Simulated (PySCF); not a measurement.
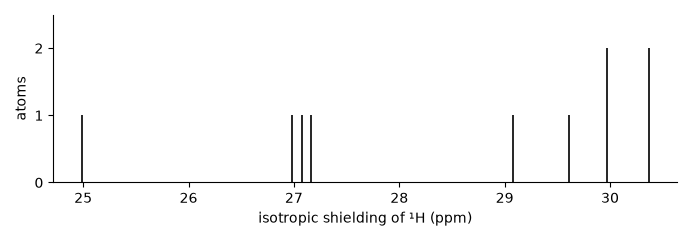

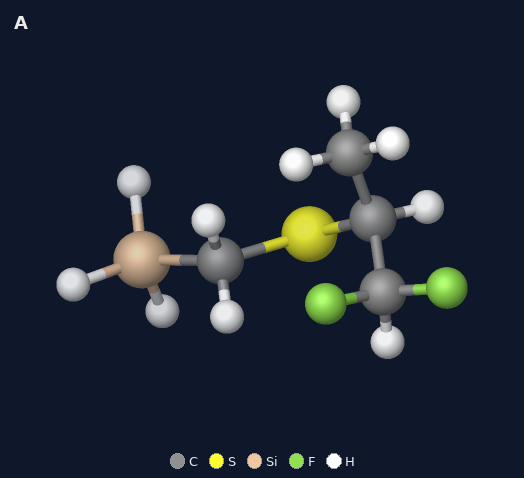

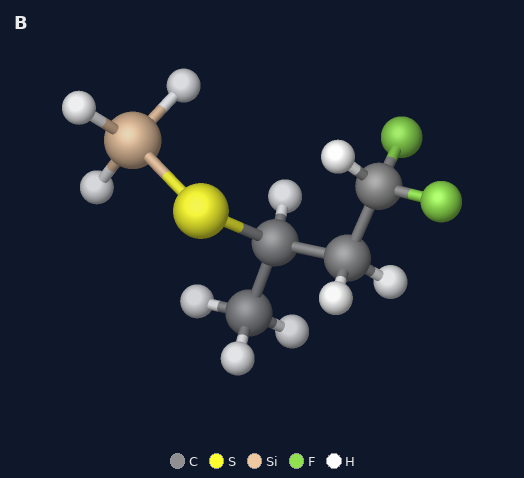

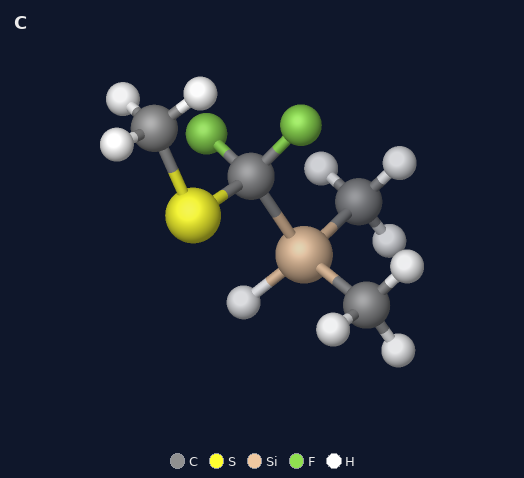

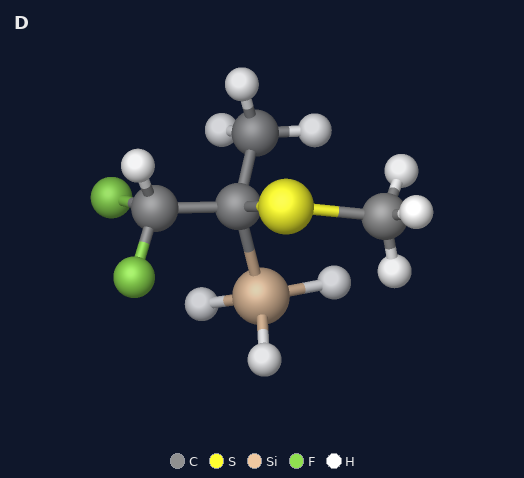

The sticks are computed shieldings of one of the molecules, for one fixed geometry (GFN2-xTB) without averaging over rotations. Low shielding means a high chemical shift. Method: GIAO PBE0/pcSseg-1 NMR shielding, non-relativistic, gas phase (PySCF 2.14.0).

Match the spectrum to a structure.

B, `C[C@H](CC(F)F)S[SiH3]`. Its 10 H atoms give lines at 24.98, 26.98, 27.08, 27.17, 29.08, 29.61, 29.97 (2 atoms), 30.37 (2 atoms) ppm.

The geometry is semi-empirical. Around Si such bond lengths and angles can be off by a tenth of an ångström or more and by several degrees, and values that hang on the shape move with them.
